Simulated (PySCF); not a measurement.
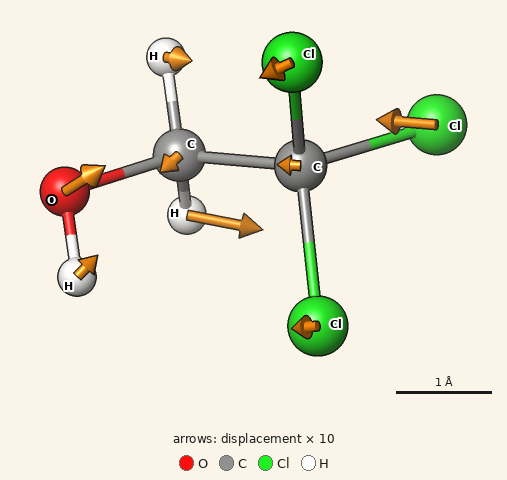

A relaxation of C2H3Cl3O. The starting structure is drawn; orange arrows show the displacements, magnified 10 times. The two geometries are superimposed by the best rigid fit.

The picture is a ball-and-stick view, seen from a free direction.

The start comes from MMFF94s.

Theory: PBE0-D3(BJ)/def2-SVP geometry optimisation, gas phase in PySCF. 

Q: What happened in the run?

A: The largest move after the best rigid fit is that of an H atom, 0.083 Å. By element the largest moves are H 0.083 Å, Cl 0.071 Å, O 0.059 Å, C 0.030 Å. Among the contacts that change: C–O 1.435 → 1.379 Å, C–Cl 1.788 → 1.772 Å, C–C 1.544 → 1.532 Å, C–H 1.097 → 1.108 Å. Bond angles that change, for instance: O–C–H 106.9° → 113.9°, C–C–H 110.7° → 106.1°, C–C–H 110.5° → 107.0°. Over 5 geometry steps the energy falls by 0.124 eV. The run took of the order of 25 core-seconds on a shared host.
